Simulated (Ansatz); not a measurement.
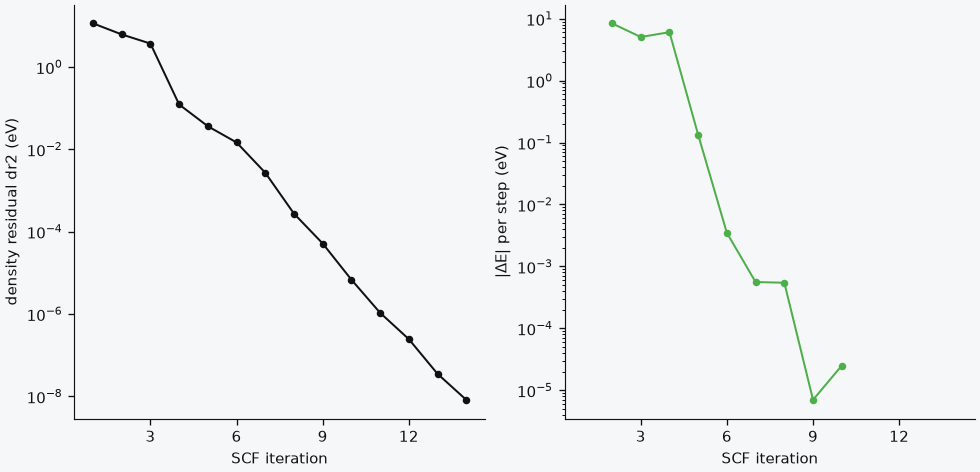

The plot shows the SCF iterations of a calculation: density residual dr2, step-to-step change of the Harris–Foulkes energy. Energy differences below 3 × 10⁻⁶ eV aren't drawn. dr2 is the charge part; the magnetisation has a residual of its own.

Hf2Ti3N5 (10 atoms in the cell), run with Ansatz.

```
crystal:
  lattice:
    - [-1.5547187, 1.5547187, 10.9559268]
    - [1.5547187, -1.5547187, 10.9559268]
    - [1.5547187, 1.5547187, -10.9559268]
  atoms:
    - { symbol: Hf, position: [0.194809, 0.194809, 0.0] }
    - { symbol: Hf, position: [0.805191, 0.805191, 0.0] }
    - { symbol: Ti, position: [0.0, 0.0, 0.0] }
    - { symbol: Ti, position: [0.593515, 0.593515, 0.0] }
    - { symbol: Ti, position: [0.406485, 0.406485, 0.0] }
    - { symbol: "N", position: [0.095818, 0.095818, 0.0] }
    - { symbol: "N", position: [0.697686, 0.697686, 0.0] }
    - { symbol: "N", position: [0.302314, 0.302314, 0.0] }
    - { symbol: "N", position: [0.904182, 0.904182, 0.0] }
    - { symbol: "N", position: [0.5, 0.5, 0.0] }
basis:
  ecutwfc: 420
kpoints:
  mp_grid: { grid: [16, 16, 16] }
hamiltonian:
  xc: pbe
scf:
  occupations: { method: gaussian, width: 0.1 }
  max_iter: 75
output:
  forces: true
  eigenvalues: true
  stress: true
magnetization:
  spin_polarized: true
  initial_magnetization: 1
```

Run as:
```bash
ansatz run input.yaml --threads 4 --pin off --max-ram 8192MiB --backend cpu --events-out ev --progress --plain --runs-dir out
```

How did this run end?

Answer. It converged, after 14 iterations. The residual falls at every step.

Is anything amiss with this input?

Answer. The input holds an odd setting (an impossible spin). The SCF closed; whether the result suffers can't be told from this run alone.
